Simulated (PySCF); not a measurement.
Ga(F)2(SiH3), H3F2GaSi, SMILES [F][Ga]([F])[SiH3], B3LYP/def2-SVP optimised geometry. Atoms within 1.6 Å of the plane z = 1.5 Å (x, y, z in Å): Ga1 (0.51, 0.63, 0.00), F2 (2.27, 0.63, 0.00), F3 (-0.09, 2.28, 0.00), Si4 (-0.86, -1.34, 0.01), H6 (-0.76, -1.97, 1.35).

Computed with PySCF with B3LYP/def2-TZVP.

Map of the electron localisation function on the plane z = 1.5 Å:

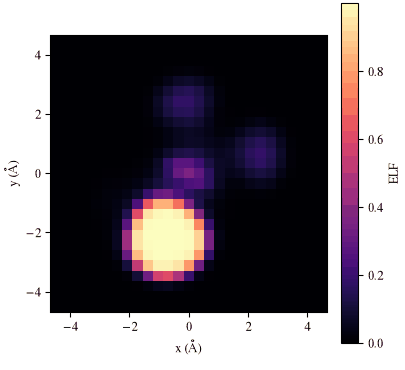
Figure. Electron localisation function on the plane z = 1.5 Å.
